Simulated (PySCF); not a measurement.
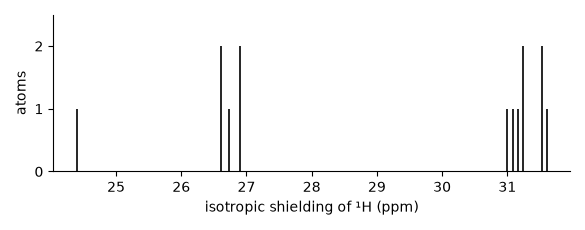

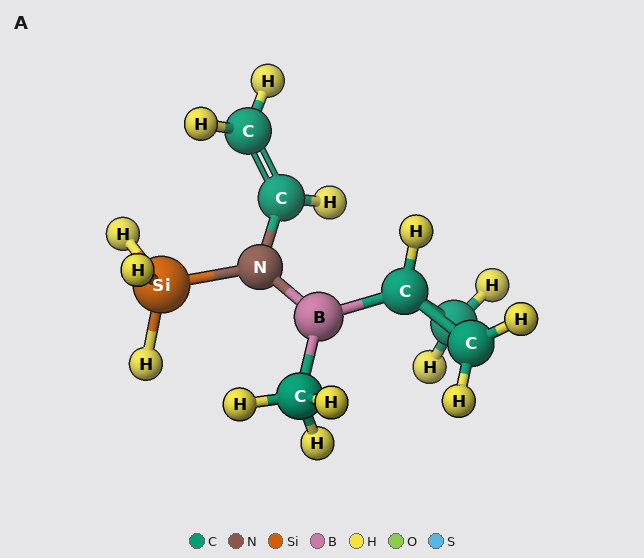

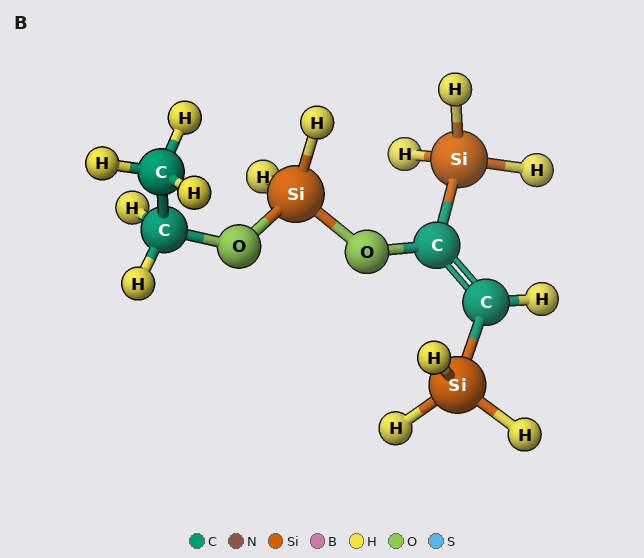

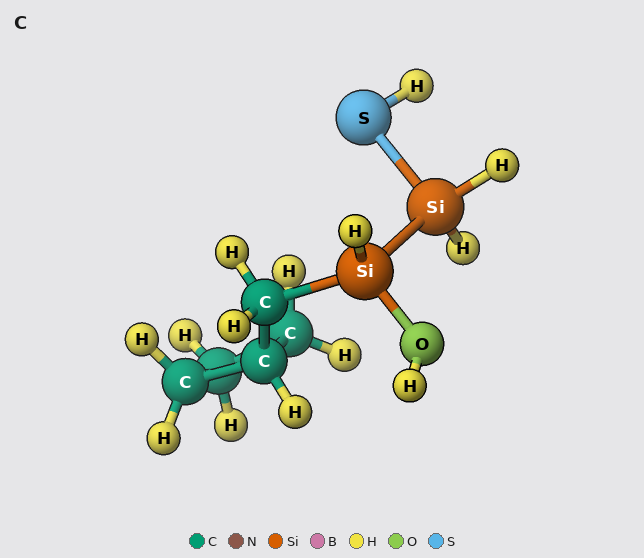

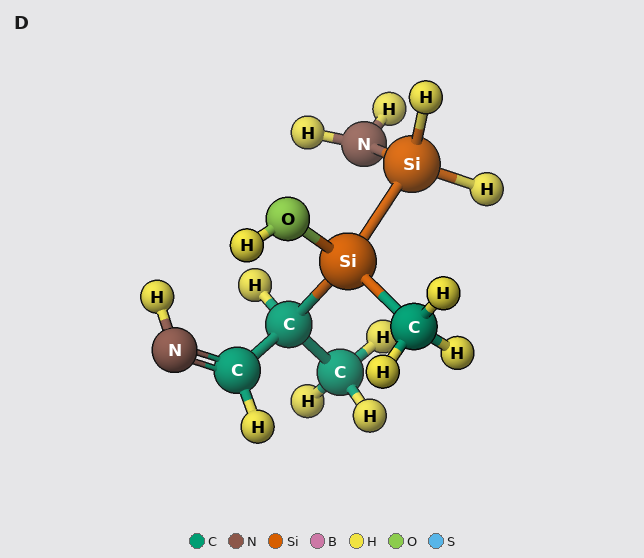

The sticks are computed shieldings of one of the molecules, for one fixed geometry (GFN2-xTB) without averaging over rotations. Low shielding means a high chemical shift. Method: GIAO PBE0/pcSseg-1 NMR shielding, non-relativistic, gas phase (PySCF 2.14.0).

> Match the spectrum to a structure.

A, `C=CN([SiH3])B(C)C1CC1`. Its 14 H atoms give lines at 24.40, 26.60 (2 atoms), 26.73, 26.90 (2 atoms), 31.00, 31.09, 31.16, 31.24 (2 atoms), 31.54 (2 atoms), 31.60 ppm.

The geometry is semi-empirical. Around B, Si such bond lengths and angles can be off by a tenth of an ångström or more and by several degrees, and values that hang on the shape move with them.
